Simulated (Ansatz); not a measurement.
# F2H4OSi2 + NH3 + HF: a complex and its separated parts

Aim: how far the complex at one end of a reaction step lies below its separated, relaxed parts, level by level.

Computed with Ansatz 0.2.0, Gaussian basis. Level: PBE0-D4/def2-TZVP structures, single points in def2-TZVPP, no counterpoise correction.

Levels: SPW92, PBE-D4, BLYP-D4, r2SCAN-D4, B97M-V, PBE0-D4, B3LYP-D4, r2SCAN0-D4, BHLYP-D4, CAM-B3LYP-D4, wB97X-V, wB97M-V, B2PLYP, PBE-QIDH, RPA on PBE, Hartree-Fock, MP2, CCSD, CCSD(T).

Correlated methods freeze the cores. B3LYP uses VWN-RPA correlation. B2PLYP carries no dispersion term here.

113 further runs of the same task are left out: 113 set aside as unsound or not needed.

## 1. The system as given

The complex: 15 atoms, charge 0, spin multiplicity 1.

Atoms are counted from 1 here; the program's logs count them from 0.

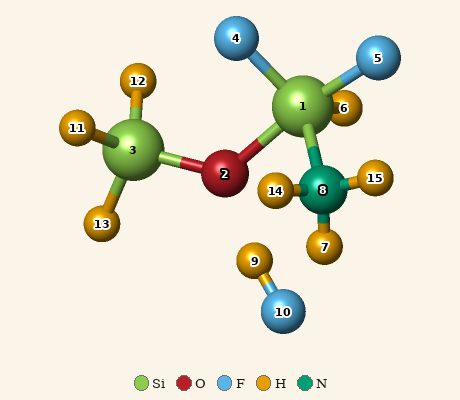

As it starts; silicon green, oxygen red, fluorine blue, hydrogen amber, nitrogen teal; atoms are numbered from 1 in the order of the file.

As a file:

```
Si   -0.6392   -0.1808    1.0629
O     0.0293   -0.3695   -0.5654
Si    0.8065   -1.6850   -1.2015
F     0.4286   -1.2302    1.6567
F    -1.1332    0.3121    2.5600
H    -1.9955   -0.5590    0.6270
H    -0.2847    2.0227   -0.0310
N    -0.0103    1.6313    0.8794
H    -0.3709    0.7650   -1.4816
F    -0.5897    1.6570   -1.8067
H     2.2108   -1.7523   -0.7256
H     0.0984   -2.9393   -0.8448
H     0.7988   -1.5073   -2.6756
H     1.0069    1.6330    0.9020
H    -0.3556    2.2022    1.6441
```

Its parts: F2H4OSi2 holds atoms 1, 2, 3, 4, 5, 6, 11, 12, 13; NH3 holds atoms 7, 8, 14, 15; HF holds atoms 9, 10. Each part counts its atoms afresh in its own runs.

## 2. Relaxing F2H4OSi2 alone

relax-a/in.yaml

```yaml
crystal:
  periodic: [false, false, false]
  atoms:
    - {symbol: Si, position_ang: [-0.639219, -0.180821, 1.062930]}
    - {symbol: O, position_ang: [0.029294, -0.369522, -0.565379]}
    - {symbol: Si, position_ang: [0.806483, -1.685007, -1.201529]}
    - {symbol: F, position_ang: [0.428642, -1.230211, 1.656710]}
    - {symbol: F, position_ang: [-1.133224, 0.312063, 2.560038]}
    - {symbol: H, position_ang: [-1.995515, -0.558990, 0.626954]}
    - {symbol: H, position_ang: [2.210839, -1.752269, -0.725593]}
    - {symbol: H, position_ang: [0.098353, -2.939297, -0.844765]}
    - {symbol: H, position_ang: [0.798842, -1.507301, -2.675581]}
basis:
  gaussian: {orbitals: def2-TZVP}
hamiltonian: {xc: pbe0, dispersion: d4}
relax: {f_tol: 0.005, max_steps: 200}
```

On the command line:

```
> ansatz run in.yaml --threads 4 --pin off --events-out ev --progress --plain --max-ram 66560MiB --backend cuda --devices 0, --max-vram 37GiB
```

After this run come: Relaxing NH3 alone; Relaxing HF alone; SPW92/def2-TZVPP; PBE-D4/def2-TZVPP; BLYP-D4/def2-TZVPP; r2SCAN-D4/def2-TZVPP; B97M-V/def2-TZVPP; PBE0-D4/def2-TZVPP; B3LYP-D4/def2-TZVPP; r2SCAN0-D4/def2-TZVPP; BHLYP-D4/def2-TZVPP; CAM-B3LYP-D4/def2-TZVPP; wB97X-V/def2-TZVPP; wB97M-V/def2-TZVPP; B2PLYP/def2-TZVPP; PBE-QIDH/def2-TZVPP; RPA on PBE/def2-TZVPP; CCSD(T)/def2-TZVPP; Vibrations of F2H4OSi2; Vibrations of NH3; Vibrations of HF.

What does the calculation give? Wanted: complex less parts, CCSD(T)/def2-TZVPP; with zero-point energy; largest T1 diagnostic.

**Answer**, as computed:

| quantity | value |
| --- | --- |
| complex less parts, CCSD(T)/def2-TZVPP | -4.2 kcal/mol |
| with zero-point energy | +1.4 kcal/mol |
| largest T1 diagnostic | 0.012 |

What this shows: At CCSD(T) the complex lies 4.2 kcal/mol below its parts. BHLYP-D4 is the best functional here (+0.4 kcal/mol from CCSD(T)); SPW92 is the worst (-22.7 kcal/mol). By rung, the mean size of the error is: LDA 22.7, GGA 4.1, meta-GGA 3.3, hybrid 2.4, range-separated hybrid 3.1, double hybrid 1.9 kcal/mol. PBE-D4 gives a relative energy 6.6 kcal/mol too low, outside chemical accuracy (1 kcal/mol). No counterpoise was applied, and triple zeta lacks some correlation, so the CCSD(T) reference has a basis error of its own, and close matches with it are partly luck.
